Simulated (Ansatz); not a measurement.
```yaml
atoms:
  - { symbol: C, position_ang: [0.7994, 0.6731, 1.9143] }
  - { symbol: N, position_ang: [0.5495, -0.5236, 1.1147] }
  - { symbol: Al, position_ang: [-0.1822, -0.5566, -0.5076] }
  - { symbol: N, position_ang: [-0.4301, -2.0858, -1.3948] }
  - { symbol: C, position_ang: [-0.6730, 1.1633, -1.3828] }
  - { symbol: F, position_ang: [-1.0934, 2.0827, -0.3358] }
  - { symbol: H, position_ang: [0.4144, 1.5446, 1.3969] }
  - { symbol: H, position_ang: [0.2996, 0.6225, 2.8812] }
  - { symbol: H, position_ang: [1.8632, 0.8285, 2.0953] }
  - { symbol: H, position_ang: [0.8265, -1.3678, 1.5815] }
  - { symbol: H, position_ang: [-0.1650, -2.9921, -1.0589] }
  - { symbol: H, position_ang: [-0.8661, -2.1504, -2.2948] }
  - { symbol: H, position_ang: [0.1490, 1.6490, -1.9031] }
  - { symbol: H, position_ang: [-1.5049, 1.0832, -2.0771] }
```

Theory: RKS BHLYP-D4/6-31G (Ansatz 0.2.0).

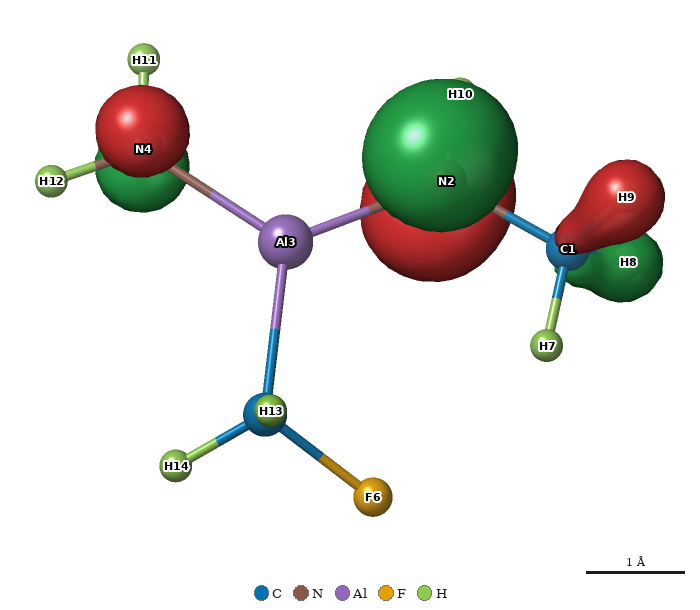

C2H8AlFN2. The HOMO at ±0.2 Å⁻³ᐟ² (green and red are the two phases), seen at a tilt.

Question: Where does this orbital lie, and at what energy?

Answer: It lies mainly on N2 (about 55 %), N4 (about 10 %) and C1 (about 10 %). Its energy is −7.40 eV.
